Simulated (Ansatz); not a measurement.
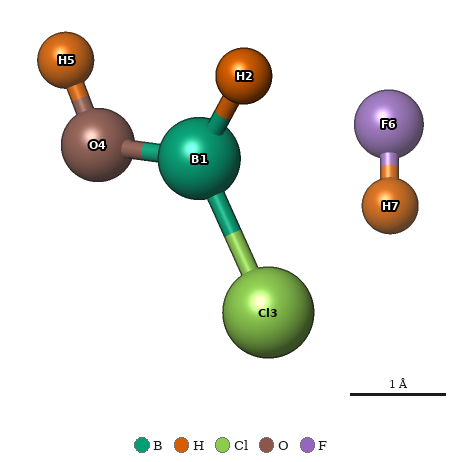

Fig. 1: The structure as given in the input (ball-and-stick view, seen at a tilt; atoms are numbered from 1 in the order of the input). Bond lengths as drawn: B–Cl 1.78 Å, B–H 1.19 Å, B–O 1.33 Å, F–H 0.92 Å and H–O 0.95 Å.

## Run report: BH₃ClOF, nudged elastic band (part 1 of 2)

The run: nudged elastic band of BH₃ClOF. Method and program: RKS BHLYP/def2-SVP (Ansatz 0.2.0).

The run did not end well. It belongs to a series of runs on one base structure; here: band between the two ends.

## Log
```
Engine: ansatz 0.2.0, aarch64-unknown-linux-gnu
Functional definition: BHLYP
  parameter a = 0.5
  exchange = (1 - a)*b88_x + a*exact_x
  correlation = lyp_c
779 factors; integrals over basis functions are off by at most 3.0e-4 eV
mean field evaluation 1: about -18000.1539 eV, gradient 4.5e1 eV
mean field evaluation 2: about -17999.4761 eV, gradient 5.1e1 eV
mean field evaluation 4: about -18003.5715 eV, gradient 1.6e0 eV
mean field evaluation 8: about -18003.6494 eV, gradient 1.4e-1 eV
mean field evaluation 16: about -18003.6495 eV, gradient 6.1e-5 eV
mean field -18003.64945479 eV, -661.6219141517 hartree, gradient 6.1e-5 eV, S^2 0.000000; 0 other end points of the search recorded, 0 dependent functions left out
the calculation of the forces begins
reference -18003.64958581 eV, -661.6219189667 hartree; 21, 21 occupied and 54, 54 virtual orbitals, 779 factors
778 factors; integrals over basis functions are off by at most 6.5e-4 eV
mean field -18004.83687572 eV, -661.6655510659 hartree, gradient 7.8e-5 eV, S^2 0.000000; 0 other end points of the search recorded, 0 dependent functions left out
[... from here on the field's lines of each further geometry are left out, up to the last ...]
NEB iter   1: max|band force component| = 8.511e1 eV/Å  barrier→ = 12.2196 eV  barrier← = 13.4070 eV  CI = image 1  Δτ_max = 0.2000 Å  (181 SCF iters)
NEB iter   2: max|band force component| = 1.020e1 eV/Å  barrier→ = 3.1202 eV  barrier← = 4.3076 eV  CI = image 3  Δτ_max = 0.1759 Å  (164 SCF iters)
NEB iter   3: max|band force component| = 4.085e0 eV/Å  barrier→ = 2.4884 eV  barrier← = 3.6758 eV  CI = image 3  Δτ_max = 0.0412 Å  (157 SCF iters)
NEB iter   4: max|band force component| = 3.663e0 eV/Å  barrier→ = 2.2176 eV  barrier← = 3.4051 eV  CI = image 3  Δτ_max = 0.1595 Å  (158 SCF iters)
NEB iter   5: max|band force component| = 1.809e1 eV/Å  barrier→ = 2.0738 eV  barrier← = 3.2613 eV  CI = image 2  Δτ_max = 0.2000 Å  (158 SCF iters)
NEB iter   6: max|band force component| = 4.035e0 eV/Å  barrier→ = 1.4244 eV  barrier← = 2.6118 eV  CI = image 3  Δτ_max = 0.0750 Å  (162 SCF iters)
NEB iter   7: max|band force component| = 2.515e0 eV/Å  barrier→ = 1.4277 eV  barrier← = 2.6152 eV  CI = image 3  Δτ_max = 0.0459 Å  (157 SCF iters)
NEB iter   8: max|band force component| = 2.164e0 eV/Å  barrier→ = 1.4679 eV  barrier← = 2.6553 eV  CI = image 3  Δτ_max = 0.1828 Å  (162 SCF iters)
NEB iter   9: max|band force component| = 1.809e0 eV/Å  barrier→ = 1.7389 eV  barrier← = 2.9263 eV  CI = image 3  Δτ_max = 0.1288 Å  (156 SCF iters)
NEB iter  10: max|band force component| = 2.810e0 eV/Å  barrier→ = 1.8203 eV  barrier← = 3.0077 eV  CI = image 3  Δτ_max = 0.0529 Å  (156 SCF iters)
NEB iter  11: max|band force component| = 3.514e0 eV/Å  barrier→ = 1.6143 eV  barrier← = 2.8017 eV  CI = image 3  Δτ_max = 0.0649 Å  (157 SCF iters)
NEB iter  12: max|band force component| = 3.441e0 eV/Å  barrier→ = 1.5425 eV  barrier← = 2.7299 eV  CI = image 3  Δτ_max = 0.0253 Å  (160 SCF iters)
NEB iter  13: max|band force component| = 1.021e0 eV/Å  barrier→ = 1.5300 eV  barrier← = 2.7174 eV  CI = image 3  Δτ_max = 0.0178 Å  (146 SCF iters)
NEB iter  14: max|band force component| = 9.265e-1 eV/Å  barrier→ = 1.4986 eV  barrier← = 2.6860 eV  CI = image 3  Δτ_max = 0.0424 Å  (152 SCF iters)
NEB iter  15: max|band force component| = 2.258e0 eV/Å  barrier→ = 1.4816 eV  barrier← = 2.6690 eV  CI = image 3  Δτ_max = 0.0385 Å  (161 SCF iters)
NEB iter  16: max|band force component| = 2.056e0 eV/Å  barrier→ = 1.4796 eV  barrier← = 2.6670 eV  CI = image 3  Δτ_max = 0.0142 Å  (151 SCF iters)
NEB iter  17: max|band force component| = 5.798e-1 eV/Å  barrier→ = 1.4788 eV  barrier← = 2.6662 eV  CI = image 3  Δτ_max = 0.0126 Å  (127 SCF iters)
NEB iter  18: max|band force component| = 5.164e-1 eV/Å  barrier→ = 1.4786 eV  barrier← = 2.6660 eV  CI = image 3  Δτ_max = 0.0334 Å  (136 SCF iters)
NEB iter  19: max|band force component| = 1.394e0 eV/Å  barrier→ = 1.4783 eV  barrier← = 2.6657 eV  CI = image 3  Δτ_max = 0.0247 Å  (162 SCF iters)
NEB iter  20: max|band force component| = 1.278e0 eV/Å  barrier→ = 1.4760 eV  barrier← = 2.6634 eV  CI = image 3  Δτ_max = 0.0088 Å  (137 SCF iters)
NEB iter  21: max|band force component| = 3.446e-1 eV/Å  barrier→ = 1.4753 eV  barrier← = 2.6628 eV  CI = image 3  Δτ_max = 0.0071 Å  (124 SCF iters)
NEB iter  22: max|band force component| = 3.119e-1 eV/Å  barrier→ = 1.4735 eV  barrier← = 2.6609 eV  CI = image 3  Δτ_max = 0.0220 Å  (130 SCF iters)
NEB iter  23: max|band force component| = 1.269e0 eV/Å  barrier→ = 1.4683 eV  barrier← = 2.6557 eV  CI = image 3  Δτ_max = 0.0215 Å  (161 SCF iters)
NEB iter  24: max|band force component| = 1.161e0 eV/Å  barrier→ = 1.4671 eV  barrier← = 2.6545 eV  CI = image 3  Δτ_max = 0.0086 Å  (128 SCF iters)
NEB iter  25: max|band force component| = 2.461e-1 eV/Å  barrier→ = 1.4669 eV  barrier← = 2.6543 eV  CI = image 3  Δτ_max = 0.0039 Å  (124 SCF iters)
NEB iter  26: max|band force component| = 2.179e-1 eV/Å  barrier→ = 1.4663 eV  barrier← = 2.6537 eV  CI = image 3  Δτ_max = 0.0177 Å  (120 SCF iters)
NEB iter  27: max|band force component| = 9.696e-1 eV/Å  barrier→ = 1.4643 eV  barrier← = 2.6517 eV  CI = image 3  Δτ_max = 0.0167 Å  (163 SCF iters)
NEB iter  28: max|band force component| = 8.847e-1 eV/Å  barrier→ = 1.4636 eV  barrier← = 2.6510 eV  CI = image 3  Δτ_max = 0.0063 Å  (129 SCF iters)
NEB iter  29: max|band force component| = 1.935e-1 eV/Å  barrier→ = 1.4635 eV  barrier← = 2.6510 eV  CI = image 3  Δτ_max = 0.0036 Å  (115 SCF iters)
NEB iter  30: max|band force component| = 1.888e-1 eV/Å  barrier→ = 1.4632 eV  barrier← = 2.6506 eV  CI = image 3  Δτ_max = 0.0148 Å  (119 SCF iters)
NEB iter  31: max|band force component| = 8.087e-1 eV/Å  barrier→ = 1.4622 eV  barrier← = 2.6496 eV  CI = image 3  Δτ_max = 0.0136 Å  (154 SCF iters)
NEB iter  32: max|band force component| = 7.338e-1 eV/Å  barrier→ = 1.4618 eV  barrier← = 2.6492 eV  CI = image 3  Δτ_max = 0.0052 Å  (128 SCF iters)
NEB iter  33: max|band force component| = 1.644e-1 eV/Å  barrier→ = 1.4617 eV  barrier← = 2.6491 eV  CI = image 3  Δτ_max = 0.0027 Å  (114 SCF iters)
NEB iter  34: max|band force component| = 1.630e-1 eV/Å  barrier→ = 1.4615 eV  barrier← = 2.6489 eV  CI = image 3  Δτ_max = 0.0133 Å  (117 SCF iters)
NEB iter  35: max|band force component| = 6.968e-1 eV/Å  barrier→ = 1.4607 eV  barrier← = 2.6482 eV  CI = image 3  Δτ_max = 0.0119 Å  (146 SCF iters)
NEB iter  36: max|band force component| = 6.372e-1 eV/Å  barrier→ = 1.4603 eV  barrier← = 2.6478 eV  CI = image 3  Δτ_max = 0.0044 Å  (123 SCF iters)
NEB iter  37: max|band force component| = 1.461e-1 eV/Å  barrier→ = 1.4603 eV  barrier← = 2.6477 eV  CI = image 3  Δτ_max = 0.0024 Å  (111 SCF iters)
NEB iter  38: max|band force component| = 1.423e-1 eV/Å  barrier→ = 1.4601 eV  barrier← = 2.6475 eV  CI = image 3  Δτ_max = 0.0115 Å  (116 SCF iters)
NEB iter  39: max|band force component| = 5.893e-1 eV/Å  barrier→ = 1.4593 eV  barrier← = 2.6467 eV  CI = image 3  Δτ_max = 0.0098 Å  (138 SCF iters)
NEB iter  40: max|band force component| = 5.385e-1 eV/Å  barrier→ = 1.4589 eV  barrier← = 2.6463 eV  CI = image 3  Δτ_max = 0.0037 Å  (125 SCF iters)
NEB iter  41: max|band force component| = 1.219e-1 eV/Å  barrier→ = 1.4589 eV  barrier← = 2.6463 eV  CI = image 3  Δτ_max = 0.0020 Å  (103 SCF iters)
NEB iter  42: max|band force component| = 1.204e-1 eV/Å  barrier→ = 1.4586 eV  barrier← = 2.6460 eV  CI = image 3  Δτ_max = 0.0106 Å  (116 SCF iters)
NEB iter  43: max|band force component| = 5.484e-1 eV/Å  barrier→ = 1.4577 eV  barrier← = 2.6451 eV  CI = image 3  Δτ_max = 0.0094 Å  (130 SCF iters)
NEB iter  44: max|band force component| = 5.083e-1 eV/Å  barrier→ = 1.4572 eV  barrier← = 2.6446 eV  CI = image 3  Δτ_max = 0.0034 Å  (123 SCF iters)
NEB iter  45: max|band force component| = 1.093e-1 eV/Å  barrier→ = 1.4571 eV  barrier← = 2.6446 eV  CI = image 3  Δτ_max = 0.0018 Å  (102 SCF iters)
NEB iter  46: max|band force component| = 1.036e-1 eV/Å  barrier→ = 1.4568 eV  barrier← = 2.6443 eV  CI = image 3  Δτ_max = 0.0089 Å  (114 SCF iters)
NEB iter  47: max|band force component| = 4.744e-1 eV/Å  barrier→ = 1.4556 eV  barrier← = 2.6431 eV  CI = image 3  Δτ_max = 0.0079 Å  (129 SCF iters)
NEB iter  48: max|band force component| = 4.403e-1 eV/Å  barrier→ = 1.4552 eV  barrier← = 2.6426 eV  CI = image 3  Δτ_max = 0.0029 Å  (122 SCF iters)
NEB iter  49: max|band force component| = 1.013e-1 eV/Å  barrier→ = 1.4551 eV  barrier← = 2.6425 eV  CI = image 3  Δτ_max = 0.0018 Å  (102 SCF iters)
NEB iter  50: max|band force component| = 9.664e-2 eV/Å  barrier→ = 1.4547 eV  barrier← = 2.6421 eV  CI = image 3  Δτ_max = 0.0095 Å  (114 SCF iters)
NEB iter  51: max|band force component| = 5.008e-1 eV/Å  barrier→ = 1.4530 eV  barrier← = 2.6404 eV  CI = image 3  Δτ_max = 0.0086 Å  (136 SCF iters)
NEB iter  52: max|band force component| = 4.727e-1 eV/Å  barrier→ = 1.4524 eV  barrier← = 2.6398 eV  CI = image 3  Δτ_max = 0.0032 Å  (122 SCF iters)
NEB iter  53: max|band force component| = 1.067e-1 eV/Å  barrier→ = 1.4522 eV  barrier← = 2.6397 eV  CI = image 3  Δτ_max = 0.0022 Å  (102 SCF iters)
NEB iter  54: max|band force component| = 1.089e-1 eV/Å  barrier→ = 1.4518 eV  barrier← = 2.6392 eV  CI = image 3  Δτ_max = 0.0022 Å  (109 SCF iters)
NEB iter  55: max|band force component| = 1.082e-1 eV/Å  barrier→ = 1.4513 eV  barrier← = 2.6388 eV  CI = image 3  Δτ_max = 0.0239 Å  (112 SCF iters)
NEB iter  56: max|band force component| = 6.046e-1 eV/Å  barrier→ = 1.4462 eV  barrier← = 2.6336 eV  CI = image 3  Δτ_max = 0.0107 Å  (154 SCF iters)
NEB iter  57: max|band force component| = 6.268e-1 eV/Å  barrier→ = 1.4455 eV  barrier← = 2.6329 eV  CI = image 3  Δτ_max = 0.0108 Å  (122 SCF iters)
NEB iter  58: max|band force component| = 6.106e-1 eV/Å  barrier→ = 1.4448 eV  barrier← = 2.6322 eV  CI = image 3  Δτ_max = 0.0047 Å  (116 SCF iters)
NEB iter  59: max|band force component| = 1.368e-1 eV/Å  barrier→ = 1.4447 eV  barrier← = 2.6321 eV  CI = image 3  Δτ_max = 0.0017 Å  (106 SCF iters)
the calculation of the forces begins
reference -18004.48821881 eV, -661.6527381608 hartree; 21, 21 occupied and 54, 54 virtual orbitals, 780 factors
these checks for a lower state are left out or cut short: starts, cluster_reference, orbital_swaps, neighbouring_geometries, increment
781 factors; integrals over basis functions are off by at most 6.4e-4 eV
mean field -18004.82004767 eV, -661.6649326463 hartree, gradient 8.1e-5 eV, S^2 0.000000; 0 other end points of the search recorded, 0 dependent functions left out
the calculation of the forces begins
reference -18004.82018530 eV, -661.6649377042 hartree; 21, 21 occupied and 54, 54 virtual orbitals, 781 factors
NEB iter  60: max|band force component| = 1.378e-1 eV/Å  barrier→ = 1.4443 eV  barrier← = 2.6317 eV  CI = image 3  Δτ_max = 0.0026 Å  (107 SCF iters)
```

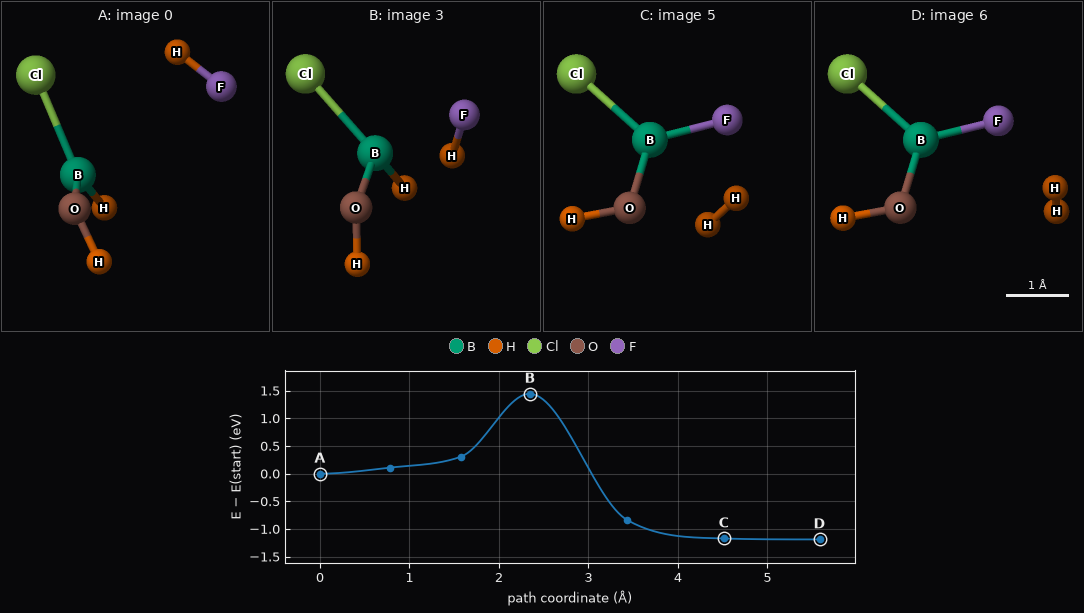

Fig. 2: Images of the last band (counted from 0; ball-and-stick, seen at a tilt) above the energy along the path; the line is a cubic interpolation that uses the forces. The highest image is number 3, 1.444 eV above the start and 2.632 eV above the end (the climbing image); the end lies 1.187 eV below the start. The path is 5.58 Å long. The band had not converged after 60 iterations.
